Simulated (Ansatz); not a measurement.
Hypothetical fluorite ZrS2: S → Si

Take ZrS2 in the fluorite structure (space group Fm-3m, No. 225; a = 6.2633 Å; a hypothetical phase, not in the database extracts checked) as the base.

The change: every S is replaced by Si, then cell and atoms are relaxed.

The values are results of PBE (Ansatz, a program for electronic structure, PAW, no spin-orbit coupling), earlier PAW set, not measurements. Γ-centred 13×13×13 mesh, Fermi–Dirac width 0.05 eV.

```tsv
quantity	base	changed	shift
volume per atom	20.48 Å³	20.78 Å³	+0.30 Å³
density	4.20 g/cm³	3.93 g/cm³	-0.27 g/cm³
lattice parameter a	6.263 Å	6.294 Å	+0.031 Å
space group	Fm-3m (No. 225)	Fm-3m (No. 225)	–
shortest interatomic distance	2.712 Å	2.725 Å	+0.013 Å
band gap	zero	zero	–
```

Final structure:

```xyz
3
Lattice="0.0000 3.1471 3.1471 3.1471 0.0000 3.1471 3.1471 3.1471 0.0000" Properties=species:S:1:pos:R:3 pbc="T T T"
Zr     0.0000     0.0000     0.0000
Si     1.5736     1.5736     1.5736
Si     4.7207     4.7207     4.7207
```

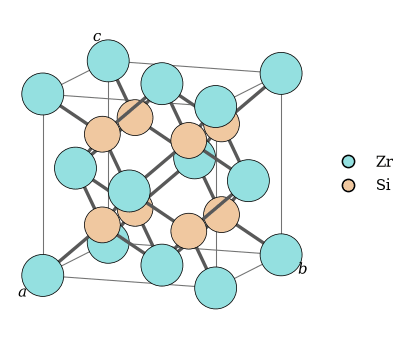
Figure: The relaxed conventional cell after the change

Cost of the whole job for the changed cell (relaxation, final SCF and bands): around 20 core-seconds (rough).

Stability against distortions was not tested. As relaxed here, ZrSi2 is a hypothetical phase, not in the database extracts checked. All final runs are without spin polarisation. ZrSi2 has a high density of states at the Fermi level and may be magnetic at this level. The zero or small gap of ZrS2 can change with the level of theory.
